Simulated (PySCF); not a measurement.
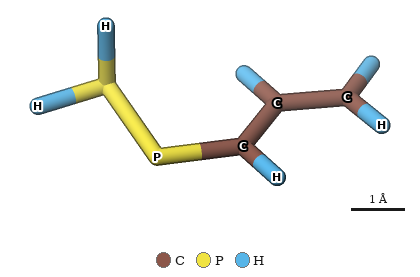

Figure 1. The structure as given in the input (stick view, seen at a tilt). Bond lengths as drawn: C–C 1.34 to 1.44 Å, C–H 1.09 to 1.10 Å, C–P 1.69 Å, H–P 1.43 Å and P–P 2.23 Å.

# NMR shielding calculation of C3H6P2

The run: NMR shielding calculation of C3H6P2. Method and program: GIAO PBE0/pcSseg-2 NMR shielding, non-relativistic, gas phase (PySCF 2.14.0).

The geometry comes from this level: PBE0-D3(BJ)/def2-SVP. Figures and captions count atoms from 1; the log counts them from 0 in places.

## Log
```
coarse grid: 10232 points
cycle   1  E = -800.2200906980  dE =  3.274e-01  |g| = 3.285e-01  |ddm| = 2.488e+00
cycle   2  E = -800.1805858077  dE =  3.950e-02  |g| = 4.654e-01  |ddm| = 6.580e-01
cycle   3  E = -800.2415181676  dE = -6.093e-02  |g| = 1.249e-01  |ddm| = 5.950e-01
cycle   4  E = -800.2466256779  dE = -5.108e-03  |g| = 2.950e-02  |ddm| = 2.043e-01
cycle   5  E = -800.2468471285  dE = -2.215e-04  |g| = 5.655e-03  |ddm| = 3.710e-02
cycle   6  E = -800.2468563903  dE = -9.262e-06  |g| = 2.035e-03  |ddm| = 1.016e-02
final grid: 89712 points
cycle   7  E = -800.2559058424  dE = -5.618e-05  |g| = 7.890e-03  |ddm| = 3.705e-02
cycle   8  E = -800.2558613462  dE =  4.450e-05  |g| = 1.428e-02  |ddm| = 1.905e-02
cycle   9  E = -800.2559223478  dE = -6.100e-05  |g| = 2.085e-03  |ddm| = 1.540e-02
cycle  10  E = -800.2559235996  dE = -1.252e-06  |g| = 2.659e-04  |ddm| = 3.056e-03
cycle  11  E = -800.2559236128  dE = -1.322e-08  |g| = 1.304e-04  |ddm| = 3.704e-04
cycle  12  E = -800.2559236162  dE = -3.327e-09  |g| = 6.212e-05  |ddm| = 1.350e-04
cycle  13  E = -800.2559236174  dE = -1.189e-09  |g| = 7.956e-06  |ddm| = 6.213e-05
cycle  14  E = -800.2559236174  dE = -1.592e-11  |g| = 2.085e-06  |ddm| = 1.041e-05
```

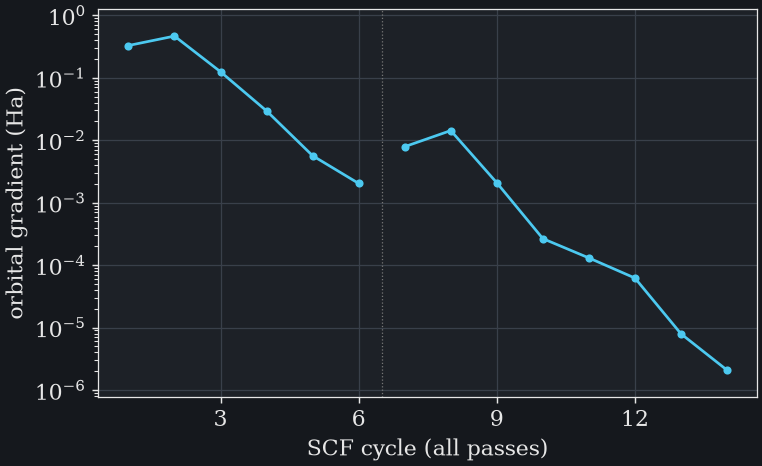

Figure 2. Convergence of the self-consistent field: orbital gradient against the SCF cycle. The dotted line marks the change from a coarse to the final integration grid. The first 6 cycles use a coarse grid, the final grid takes over at cycle 7, and the field converges after 14 cycles in all.

```
converged SCF energy = -800.2559236174

GIAO shielding tensors (ppm)
atom      isotropic    diamagn.    paramagn.     s11        s22        s33       span
  0 C       53.735     252.523    -198.788    -46.140     53.219    154.127    200.267
  1 C       37.312     251.821    -214.509    -84.679     37.746    158.869    243.548
  2 C      -22.442     250.478    -272.919   -220.164      4.824    148.016    368.180
  3 P       25.366     967.555    -942.189   -285.963    -50.036    412.098    698.062
  4 P      492.559     967.249    -474.690    398.761    498.009    580.907    182.145
  5 H       25.770      30.313      -4.543     23.238     24.907     29.166      5.928
  6 H       25.714      30.063      -4.349     23.637     24.717     28.789      5.152
  7 H       23.377      32.505      -9.127     18.650     20.841     30.641     11.991
  8 H       21.881      30.224      -8.344     14.897     22.699     28.047     13.150
  9 H       28.154      29.488      -1.335     24.304     26.046     34.111      9.807
 10 H       28.196      29.937      -1.741     23.677     26.065     34.848     11.171
```

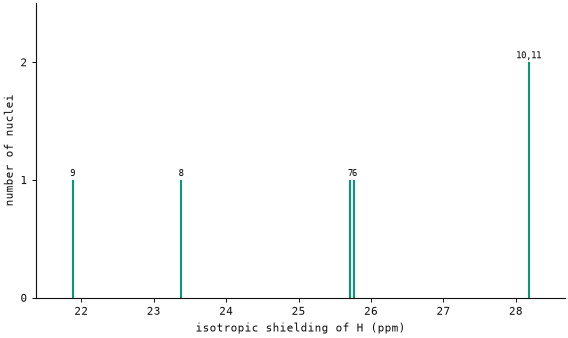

Figure 3. Isotropic shieldings of the hydrogen nuclei in this fixed geometry, labelled by atom number; shielding grows to the right, so chemical shift grows to the left. The least shielded is H9 (21.9 ppm), the most shielded H11 (28.2 ppm).

The run was set up as follows.

## Input
```
{"job": {"kind": "nmr", "xc": "PBE0", "basis": "pcSseg-2", "pop": false}, "charge": 0, "multiplicity": 1}
C     -2.180088     0.369964     0.144959
C     -0.850148     0.198208     0.041817
C     -0.238207    -0.968022    -0.548902
P      1.378196    -1.338100    -0.859179
P      2.416669     0.491816    -0.106843
H     -2.882454    -0.379005    -0.234039
H     -2.603783     1.264313     0.607756
H     -0.179418     0.974539     0.429687
H     -0.937818    -1.755847    -0.865593
H      3.714060    -0.057141    -0.337801
H      2.398792     1.174244    -1.364482
```

The first line tells a small driver script what to run in PySCF; the rest is the geometry in Å.

Command:
```bash
OMP_NUM_THREADS=1 python <driver script> task.json out
```

## Summary

- outcome: converged
- total energy: −800.255924 hartree
- HOMO: −6.67 eV
- LUMO: −2.33 eV
- dipole moment: 1.17 D
- isotropic shielding, C: −22.4 to 53.7 ppm
- isotropic shielding, P: 25.4 to 492.6 ppm
- isotropic shielding, H: 21.9 to 28.2 ppm
- hardware: 1 CPU thread, shared host
- wall time: 30 s
- peak memory: 1.1 GiB
